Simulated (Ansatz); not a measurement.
Response to strain in TiAl

The reference is TiAl (space group P4/mmm, No. 123; relaxed with 0.1 eV smearing).

```yaml
crystal:
  lattice:
    - [2.76616, 0.00000, 0.00000]
    - [0.00000, 2.76616, 0.00000]
    - [0.00000, 0.00000, 4.00209]
  atoms:
    - { symbol: Ti, position: [0.00000, 0.00000, 0.00000] }
    - { symbol: Al, position: [0.50000, 0.50000, 0.50000] }
```

Strains are applied to the cell and any free atomic positions relax.

Computed with Ansatz (a first-principles code) LDA, spin-orbit coupling left out.

Notes on the quantities. energy relative to the base: free energy F.

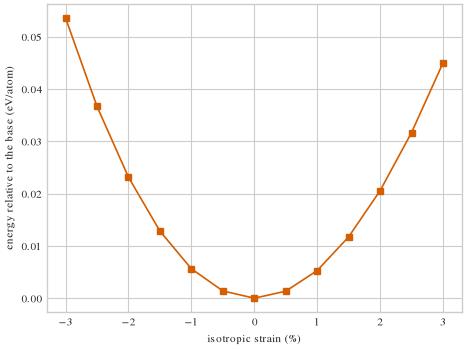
Energy relative to the base against isotropic strain

```
isotropic strain (%)  energy relative to the base
--------------------  ---------------------------
-3                                   +54 meV/atom
-2.5                                 +37 meV/atom
-2                                   +23 meV/atom
-1.5                                 +13 meV/atom
-1                                  +5.6 meV/atom
-0.5                                +1.4 meV/atom
0.5                                 +1.3 meV/atom
1                                   +5.3 meV/atom
1.5                                  +12 meV/atom
2                                    +21 meV/atom
2.5                                  +32 meV/atom
3                                    +45 meV/atom
```

Stability against distortions was not tested. All final runs are without spin polarisation.
